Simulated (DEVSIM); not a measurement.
Device: abrupt Si p-n junction, at 300 K.

| layer (left to right) | material | thickness (μm) | Nd (cm⁻³) | Na (cm⁻³) | τn (s) | τp (s) |
|---|---|---|---|---|---|---|
| 1 | Si | 7.30 | - | 1.6e16 | 2.4e-7 | 2.4e-7 |
| 2 | Si | 250 | 3.6e15 | - | 2.4e-7 | 7.2e-7 |

Left contact: ohmic. Right contact: ohmic. Voltage is applied to the left contact. Recombination: SRH at mid-gap, Auger. Mobility is constant in doping.

The device is made up for the run: typed textbook-type constants, with dimensions and the other settings drawn at random. Values at 300 K.

```csv
parameter,Si
gap (eV),1.124
affinity (eV),4.05
permittivity,11.7
Nc (cm⁻³),2.86e19
Nv (cm⁻³),3.1e19
μn (cm²/Vs),1417
μp (cm²/Vs),470
Cn (cm⁶/s),2.8e-31
Cp (cm⁶/s),9.9e-32
```

Simulated with DEVSIM: 1D drift-diffusion, Boltzmann statistics, complete ionisation; no tunnelling, impact ionisation, image-force lowering or self-heating.

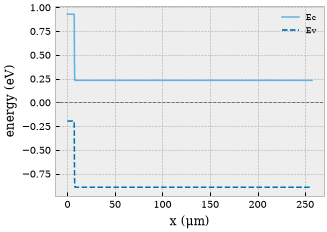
*Band edges at zero bias*

Energies count from the Fermi level of the right contact; mesh points crowd at the junctions.

| x (μm) | Ec (eV) | Ev (eV) | n (cm⁻³) | p (cm⁻³) | field (V/cm) |
|---|---|---|---|---|---|
| 0.000 | 0.928 | -0.196 | 7300 | 1.6e16 | ≈ 0 |
| 0.05416 | 0.928 | -0.196 | 7300 | 1.6e16 | ≈ 0 |
| 0.2297 | 0.928 | -0.196 | 7300 | 1.6e16 | ≈ 0 |
| 0.7985 | 0.928 | -0.196 | 7300 | 1.6e16 | ≈ 0 |
| 3.936 | 0.928 | -0.196 | 7300 | 1.6e16 | ≈ 0 |
| 6.279 | 0.928 | -0.196 | 7300 | 1.6e16 | ≈ 0 |
| 7.002 | 0.928 | -0.196 | 7300 | 1.6e16 | -11 |
| 7.258 | 0.864 | -0.260 | 88000 | 1.3e15 | -14000 |
| 7.304 | 0.773 | -0.351 | 3000000 | 3.9e13 | -24000 |
| 7.368 | 0.631 | -0.493 | 7.2e8 | 1.6e11 | -20000 |
| 7.577 | 0.326 | -0.798 | 9.4e13 | 1200000 | -8800 |
| 8.757 | 0.232 | -0.892 | 3.6e15 | 32000 | ≈ 0 |
| 12.11 | 0.232 | -0.892 | 3.6e15 | 32000 | ≈ 0 |
| 23.07 | 0.232 | -0.892 | 3.6e15 | 32000 | ≈ 0 |
| 81.78 | 0.232 | -0.892 | 3.6e15 | 32000 | ≈ 0 |
| 192.2 | 0.232 | -0.892 | 3.6e15 | 32000 | ≈ 0 |
| 237.4 | 0.232 | -0.892 | 3.6e15 | 32000 | ≈ 0 |
| 251.2 | 0.232 | -0.892 | 3.6e15 | 32000 | ≈ 0 |
| 256.1 | 0.232 | -0.892 | 3.6e15 | 32000 | ≈ 0 |
| 256.9 | 0.232 | -0.892 | 3.6e15 | 32000 | ≈ 0 |
| 257.2 | 0.232 | -0.892 | 3.6e15 | 32000 | ≈ 0 |
| 257.3 | 0.232 | -0.892 | 3.6e15 | 32000 | ≈ 0 |
